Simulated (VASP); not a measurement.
Band structure of RhS (relaxed from the zinc blende structure, space group F-43m). Level of theory: PBEsol GGA, VASP's PBE PAW potentials (set 64) (plane waves; VASP).

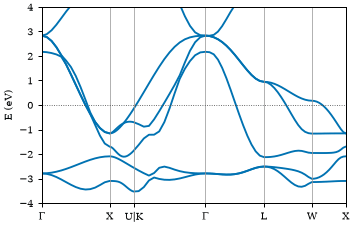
*Bands along high-symmetry lines, zero at the valence-band maximum or, without a gap, the Fermi level*

**Question.** Read the plot: is there a gap, and where are the band edges?

**Answer.** It has no gap at this level: it comes out as a metal or semimetal. (Edges off the drawn lines would not show.)

The structure was generated: RhS was put into the zinc blende type (F-43m), which need not be its known phase. It was relaxed first, which changed the volume by -25 %. The electron count is odd and the run is not spin-polarised, which forces a metal.
